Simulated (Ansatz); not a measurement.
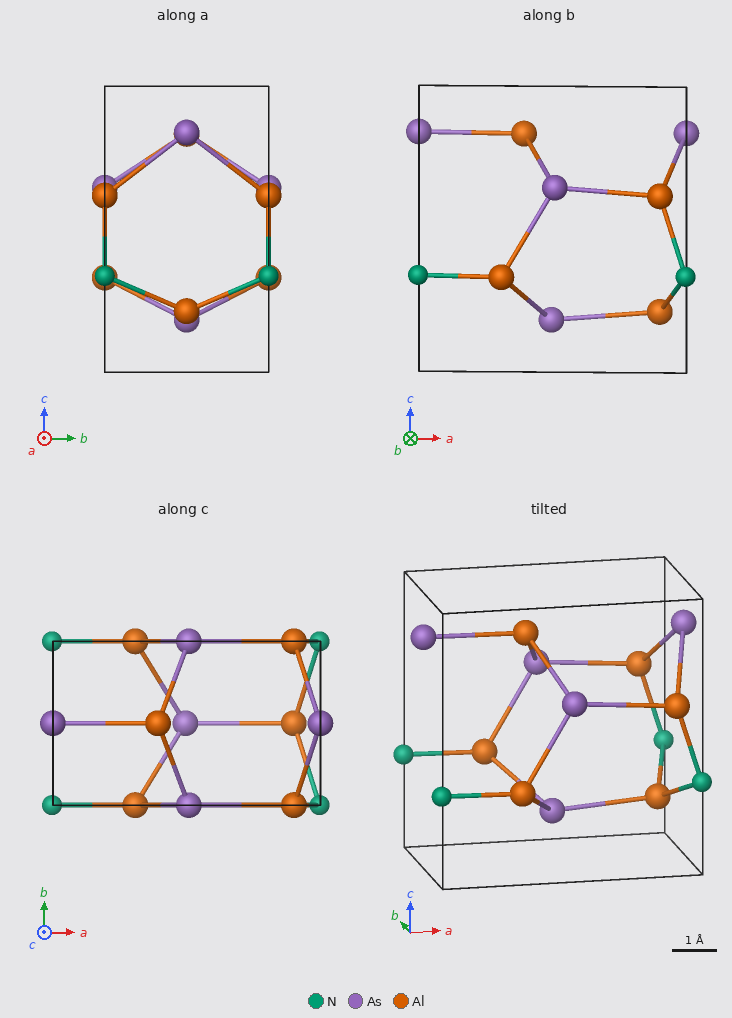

An orthographic ball-and-stick view of the structure, along the a axis, along the b axis, along the c axis and slightly off an axis. The parallelepiped is the conventional unit cell.

Lattice parameters: a = 6.2060 Å, b = 3.7996 Å, c = 6.6311 Å, α = 90.000°, β = 90.409°, γ = 90.000°.

Q: Set out the cell and atoms as a CIF with its space group and independent sites, with free fractional coordinates to two decimals.

A:
```cif
data_structure
_symmetry_space_group_name_H-M 'P m'
_symmetry_Int_Tables_number 6
_cell_length_a 6.2060
_cell_length_b 3.7996
_cell_length_c 6.6311
_cell_angle_alpha 90.000
_cell_angle_beta 90.409
_cell_angle_gamma 90.000
_cell_volume 156.36
loop_
_atom_site_label
_atom_site_type_symbol
_atom_site_symmetry_multiplicity
_atom_site_Wyckoff_symbol
_atom_site_fract_x
_atom_site_fract_y
_atom_site_fract_z
_atom_site_occupancy
N1 N 1 a 0.00 0.00 0.34 1
As1 As 1 b 0.00 0.50 0.84 1
As2 As 1 b 0.50 0.50 0.18 1
As3 As 1 a 0.51 0.00 0.65 1
Al1 Al 1 a 0.31 0.00 0.33 1
Al2 Al 1 b 0.39 0.50 0.83 1
Al3 Al 1 b 0.90 0.50 0.21 1
Al4 Al 1 a 0.90 0.00 0.62 1
```

Provenance: a structure type filled with these elements by a generator (whether the compound takes this form wasn't checked). This is the structure after a relaxation with DFT, PBE, plane waves, PAW (Ansatz).
